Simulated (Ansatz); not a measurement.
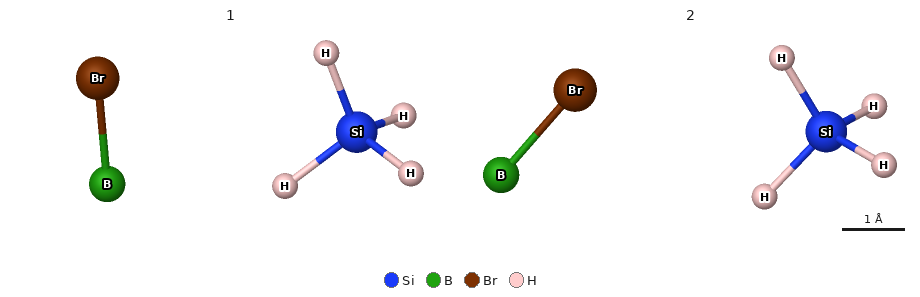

Two geometries of BSiH₄Br, drawn at one scale. One is the start of a relaxation, the other its converged end. Style: ball-and-stick. Shown at a tilt.

All numbers below come from RKS PBE0-D4/def2-TZVP in Ansatz. (force threshold 0.005 eV/Å; at most 200 steps)

Question: Which one is relaxed?

Answer: Structure 1 is the relaxed one. It is one of the separated reactants of a reaction. The atom that moves furthest after the best rigid fit is the B atom (1.09 Å). Largest moves by element: B 1.09 Å, H 0.37 Å, Br 0.36 Å, Si 0.16 Å. Among the contacts that change: H–Si 1.503 → 1.485 Å, B–Br 1.907 → 1.896 Å. The energy falls by 0.027 eV in 21 accepted moves (23 points after the start). The largest force component goes from 0.3 to 0.0047 eV/Å. The line search rejected the trial steps at points 6, 9 of the run. The forces were under the threshold at step 3, but the run went on from there.

Limits of the set-up: the start holds two separate molecules, 3.4 Å apart at their closest, whose relative position is a soft coordinate.
